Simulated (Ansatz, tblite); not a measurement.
**In(OCMe2)H3 (C3H9InO): spin states and exact exchange**

Is the singlet the ground state of In(OCMe2)H3 (C3H9InO)? Other spin states are computed and compared level by level.

The runs use Ansatz 0.2.0, Gaussian basis; as each input shows.

Levels to be run: triplet, at the geometry of the singlet (GFN1-xTB, GFN2-xTB, PBE0-D4/def2-TZVP, PBE-D4/def2-TZVP, r2SCAN-D4/def2-TZVP); the singlet's energies come from earlier runs.

2 further runs of the same task are left out: 1 that didn't finish, 1 set aside as unsound or not needed.

## 1. The structure

The geometry is that of the singlet, from an earlier relaxation (r2SCAN-D4/def2-SVP).

14 atoms, charge 0, spin multiplicity 1.

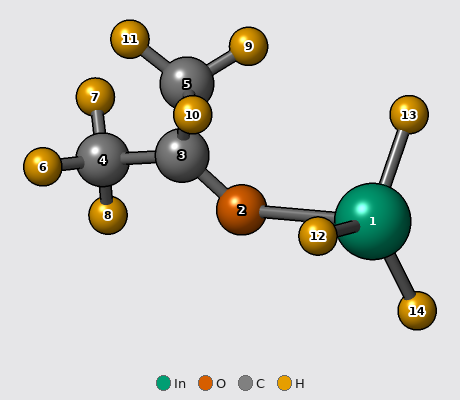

The structure; indium teal, oxygen orange, carbon grey, hydrogen amber; atoms are numbered from 1 in the order of the file.

In takes a core potential in the def2 sets. No spin-orbit coupling is included.

## 2. Triplet at the fixed geometry, GFN1-xTB

Tight binding, by tblite at 300 K electronic temperature and without a spin-polarisation term:

```python
tblite.interface.Calculator('GFN1-xTB', numbers, positions, charge=0, uhf=2).singlepoint()
```

Energy -469.9367 eV; 0.009 s.

## 3. Triplet at the fixed geometry, GFN2-xTB

Tight binding, by tblite at 300 K electronic temperature and without a spin-polarisation term:

```python
tblite.interface.Calculator('GFN2-xTB', numbers, positions, charge=0, uhf=2).singlepoint()
```

Energy -438.6156 eV; 0.008 s.

## 4. Triplet at the fixed geometry, PBE0-D4/def2-TZVP

File in.yaml:

```yaml
crystal:
  periodic: [false, false, false]
  atoms:
    - {symbol: In, position_ang: [-0.501348, -1.076696, -2.381327]}
    - {symbol: O, position_ang: [-0.484361, -0.927021, -0.024876]}
    - {symbol: C, position_ang: [-0.030041, -0.019066, 0.668494]}
    - {symbol: C, position_ang: [-0.086951, -0.116739, 2.161696]}
    - {symbol: C, position_ang: [0.591336, 1.197599, 0.050382]}
    - {symbol: H, position_ang: [0.934515, -0.052307, 2.573378]}
    - {symbol: H, position_ang: [-0.638283, 0.747274, 2.569153]}
    - {symbol: H, position_ang: [-0.563634, -1.054498, 2.472395]}
    - {symbol: H, position_ang: [-0.136289, 1.657869, -0.639235]}
    - {symbol: H, position_ang: [1.439573, 0.878675, -0.579364]}
    - {symbol: H, position_ang: [0.930675, 1.934236, 0.790253]}
    - {symbol: H, position_ang: [1.235637, -0.996579, -2.535469]}
    - {symbol: H, position_ang: [-1.367489, 0.419501, -2.627231]}
    - {symbol: H, position_ang: [-1.323339, -2.592238, -2.498260]}
basis:
  gaussian: {orbitals: def2-TZVP}
magnetization: {spin_polarized: true, initial_magnetization: 2}
hamiltonian: {xc: pbe0, dispersion: d4}
scf: {omitted_lower_state_checks: [starts]}
output: {orbitals: {seedname: orbitals}}
```

The run is started by

```
ansatz run in.yaml --threads 2 --pin off --events-out ev --progress --plain --max-ram 22528MiB --backend cpu
```

Standard output:

```text
Functional definition: PBE0
  name "PBE0"
  cite "Adamo & Barone, J. Chem. Phys. 110, 6158 (1999) doi:10.1063/1.478522"
  cite "Perdew, Burke & Ernzerhof, Phys. Rev. Lett. 77, 3865 (1996) doi:10.1103/PhysRevLett.77.3865"
  parent pbe
  parameter a = 0.25
  parameter kappa = 0.804
  parameter beta = 0.06672455060314922
  exchange = (1 - a)*pbe_x(kappa = kappa, mu = beta*pi^2/3) + a*exact_x
  correlation = pbe_c(beta = beta)
these checks for a lower state are left out or cut short: starts
1568 factors; their error is unknown
mean field evaluation 1: about -10455.1992 eV, gradient 5.3e1 eV
mean field evaluation 2: about -10334.1876 eV, gradient 1.4e2 eV
mean field evaluation 4: about -10467.1979 eV, gradient 2.5e1 eV
mean field evaluation 8: about -10469.7620 eV, gradient 4.5e-1 eV
mean field evaluation 16: about -10469.8096 eV, gradient 2.5e-3 eV
mean field -10469.80959572 eV, -384.7584059510 hartree, gradient 3.5e-5 eV, S^2 2.008498; 0 other end points of the search recorded, 0 dependent functions left out
reference -10469.80964706 eV, -384.7584078374 hartree; 29, 27 occupied and 199, 201 virtual orbitals, 1568 factors
Total energy: -10470.04896665 eV, -384.7672026702 hartree
Checks for a lower state left out: starts
```

Run time: 13 s. Hardware: 2 threads of AMD EPYC 7R13, shared host; peak memory 0.89 GiB.

Report: HOMO -4.13 eV, LUMO -5.56 eV (over both spins; with the spin held, an empty level of the minority spin lies below the top filled one); ⟨S²⟩ 2.008 (pure: 2.00).

## 5. Triplet at the fixed geometry, PBE-D4/def2-TZVP

start.molden holds the orbitals of an earlier run on this state, given as this run's starting guess.

in.yaml, as its differences from that of step 4:

```diff
@@ -18,5 +18,5 @@
 basis:
-  gaussian: {orbitals: def2-TZVP}
+  gaussian: {orbitals: def2-TZVP, initial_orbitals: start.molden}
 magnetization: {spin_polarized: true, initial_magnetization: 2}
-hamiltonian: {xc: pbe0, dispersion: d4}
+hamiltonian: {xc: pbe, dispersion: d4}
 scf: {omitted_lower_state_checks: [starts]}
```

Launched as before.

Standard output:

```text
Functional definition: PBE
  name "PBE"
  cite "Perdew, Burke & Ernzerhof, Phys. Rev. Lett. 77, 3865 (1996) doi:10.1103/PhysRevLett.77.3865"
  parent pbe
  parameter kappa = 0.804
  parameter beta = 0.06672455060314922
  exchange = pbe_x(kappa = kappa, mu = beta*pi^2/3)
  correlation = pbe_c(beta = beta)
these checks for a lower state are left out or cut short: starts
1475 factors; their error is unknown
mean field evaluation 1: about -10469.2031 eV, gradient 6.7e0 eV
mean field evaluation 2: about -10469.4195 eV, gradient 7.1e-1 eV
mean field evaluation 4: about -10469.4023 eV, gradient 3.7e-1 eV
mean field evaluation 8: about -10469.4027 eV, gradient 8.4e-5 eV
mean field -10469.40273129 eV, -384.7434539589 hartree, gradient 2.6e-5 eV, S^2 2.004594; 0 other end points of the search recorded, 0 dependent functions left out
reference -10469.40280179 eV, -384.7434565498 hartree; 29, 27 occupied and 199, 201 virtual orbitals, 1475 factors
Total energy: -10469.68406094 eV, -384.7537926329 hartree
Checks for a lower state left out: starts
```

It took 7 s on 2 threads of AMD EPYC 7R13, shared host.

Report: HOMO -2.37 eV, LUMO -6.38 eV (over both spins; with the spin held, an empty level of the minority spin lies below the top filled one); ⟨S²⟩ 2.005 (pure: 2.00).

## 6. Triplet at the fixed geometry, r2SCAN-D4/def2-TZVP

in.yaml, as its differences from that of step 5:

```diff
@@ -20,3 +20,3 @@
 magnetization: {spin_polarized: true, initial_magnetization: 2}
-hamiltonian: {xc: pbe, dispersion: d4}
+hamiltonian: {xc: r2scan, dispersion: d4}
 scf: {omitted_lower_state_checks: [starts]}
```

The command is unchanged.

Standard output:

```text
Functional definition: r2SCAN
  name "r2SCAN"
  cite "Furness, Kaplan, Ning, Perdew & Sun, J. Phys. Chem. Lett. 11, 8208 (2020) doi:10.1021/acs.jpclett.0c02405"
  cite "Furness, Kaplan, Ning, Perdew & Sun, J. Phys. Chem. Lett. 11, 9248 (2020) doi:10.1021/acs.jpclett.0c03077"
  parent r2scan
  parameter k0 = 0.174
  parameter k1 = 0.065
  parameter a1 = 4.9479
  exchange = r2scan_x(k0 = k0, k1 = k1, a1 = a1)
  correlation = r2scan_c
these checks for a lower state are left out or cut short: starts
1475 factors; their error is unknown
mean field evaluation 1: about -10475.1386 eV, gradient 4.1e0 eV
mean field evaluation 2: about -10475.2048 eV, gradient 2.0e-1 eV
mean field evaluation 4: about -10475.1825 eV, gradient 2.4e-2 eV
mean field evaluation 8: about -10475.1825 eV, gradient 1.5e-5 eV
mean field -10475.18253984 eV, -384.9558580053 hartree, gradient 1.5e-5 eV, S^2 2.010291; 0 other end points of the search recorded, 0 dependent functions left out
reference -10475.18256520 eV, -384.9558589372 hartree; 29, 27 occupied and 199, 201 virtual orbitals, 1475 factors
Total energy: -10475.25539233 eV, -384.9585352850 hartree
Checks for a lower state left out: starts
```

Wall time 14 s (2 threads of AMD EPYC 7R13, shared host).

From the report: HOMO -2.94 eV, LUMO -6.31 eV (over both spins; with the spin held, an empty level of the minority spin lies below the top filled one); ⟨S²⟩ 2.010 (pure: 2.00).

## 7. Triplet less singlet, vertical

The singlet's energies are those of its earlier runs, whose logs aren't repeated here.

```
              level  triplet less singlet, vertical (kcal/mol)     time
           GFN1-xTB                                     +100.4  0.035 s
           GFN2-xTB                                      +93.0  0.019 s
   PBE-D4/def2-TZVP                                      +91.4     12 s
r2SCAN-D4/def2-TZVP                                      +90.8     22 s
  PBE0-D4/def2-TZVP                                      +94.3     24 s
```

Times add the two runs; a level without a time comes out of a correlated run. Tight binding without a spin term can't rank spin states.

## 8. Outcome

| quantity | value |
| --- | --- |
| triplet less singlet, vertical, functionals in def2-TZVP | +90.8 (r2SCAN-D4) to +94.3 kcal/mol (PBE0-D4) |

What this shows: All functionals put the triplet above the singlet, over a spread of 3.5 kcal/mol. The checks for a lower triplet were left out, so another state of that spin may lie lower. These are electronic energies, without zero-point motion, entropy or surroundings.
